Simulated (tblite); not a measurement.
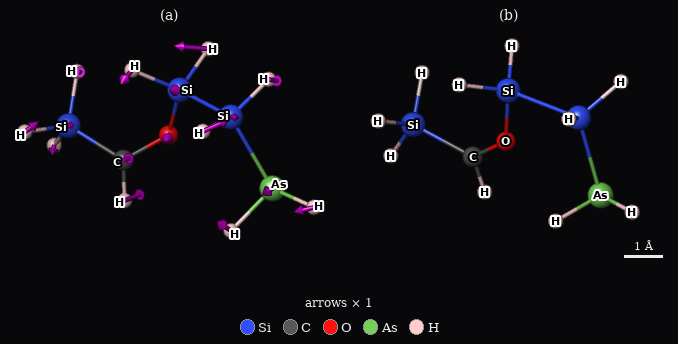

The structure of CH$_{10}$AsOSi$_{3}$ (multiplicity 2) before (left) and after (right) a relaxation, at one scale. The purple arrows give the displacements, at their true length.

Style: ball-and-stick. Shown at a tilt.

These are results of tblite 0.8.0, GFN2-xTB geometry optimisation, gas phase, not measurements. 

### Describe what moved and what it gained.

An H atom moves most after the best rigid fit: 0.95 Å. By element the largest moves are H 0.95 Å, O 0.65 Å, C 0.53 Å, Si 0.49 Å, As 0.41 Å. Some distances before and after: As–H 1.568 → 1.499 Å, Si–Si 2.247 → 2.309 Å, O–Si 1.702 → 1.650 Å, C–O 1.373 → 1.336 Å. Bond angles that change, for instance: H–As–H 108.7° → 89.2°, O–Si–Si 113.1° → 94.1°, C–O–Si 114.2° → 132.6°. Groups turn about O–Si by about 80°, Si–Si by about 20°. After 137 geometry steps the energy has fallen by 1.372 eV. Cost: 1.3 s on 1 thread of Arm Neoverse V1, with other jobs on the host.
